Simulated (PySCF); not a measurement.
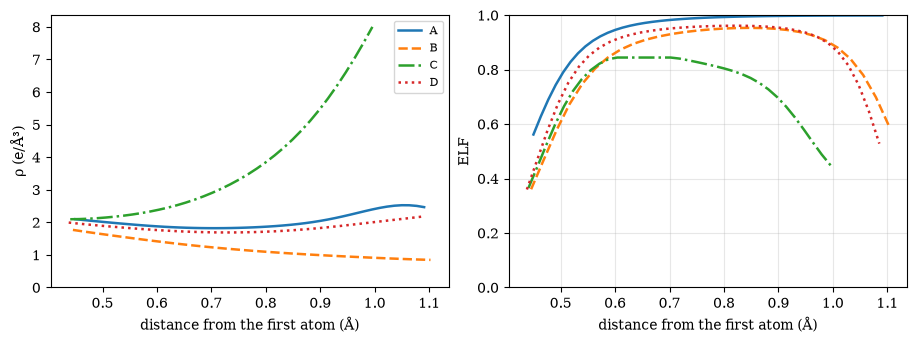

*C5H8F5Si (charge +1). Total electron density and electron localisation function along straight lines between neighbouring atoms. The curves leave out the atomic cores.*

Geometry: GFN2-xTB.

These are results of PySCF, PBE0/pcSseg-1, SCF density, gas phase, non-relativistic, not measurements.

```yaml
atoms:
  - { symbol: C, position_ang: [-1.8051, -1.5846, 0.1201] }
  - { symbol: Si, position_ang: [-1.0541, 0.1341, 0.0257] }
  - { symbol: C, position_ang: [-1.4391, 1.5930, -1.0896] }
  - { symbol: C, position_ang: [0.3562, 0.4272, 1.2804] }
  - { symbol: C, position_ang: [1.6951, 0.4884, 0.5569] }
  - { symbol: F, position_ang: [2.7167, 0.5769, 1.4176] }
  - { symbol: F, position_ang: [1.7451, 1.5873, -0.2388] }
  - { symbol: C, position_ang: [1.9005, -0.7412, -0.3685] }
  - { symbol: F, position_ang: [1.5792, -1.8676, 0.2709] }
  - { symbol: F, position_ang: [1.0055, -0.6392, -1.3847] }
  - { symbol: F, position_ang: [3.0987, -0.8487, -0.8763] }
  - { symbol: H, position_ang: [-2.7657, -1.5745, 0.6366] }
  - { symbol: H, position_ang: [-1.1561, -2.2898, 0.6497] }
  - { symbol: H, position_ang: [-1.9901, -1.9948, -0.8741] }
  - { symbol: H, position_ang: [-0.5680, 2.2449, -1.2160] }
  - { symbol: H, position_ang: [-2.2472, 2.2063, -0.6863] }
  - { symbol: H, position_ang: [-1.7542, 1.2707, -2.0840] }
  - { symbol: H, position_ang: [0.4226, -0.3569, 2.0404] }
  - { symbol: H, position_ang: [0.2501, 1.3779, 1.8125] }
```

### Which curve belongs to which contact (C–C, C–F, C–H and C–Si)? The first atom named is at distance zero.

Curve A: C–H (1.09 Å): the density is about 1.9 e/Å³ at the midpoint; the ELF climbs to about 1 towards the hydrogen, as it does in any bond to H: a covalent bond by its length. Curve B: C–Si (1.88 Å): ρ is about 0.96 e/Å³ halfway; the ELF peaks at about 0.95 between the atoms; localised, covalent bonding. Curve C: C–F (1.31 Å): ρ at the midpoint is about 2.6 e/Å³; the ELF peaks at about 0.85 between the atoms: a polar covalent bond. Curve D: C–C (1.52 Å): ρ is about 1.7 e/Å³ halfway; the ELF peaks at about 0.95 between the atoms, as expected for localised, covalent bonding.
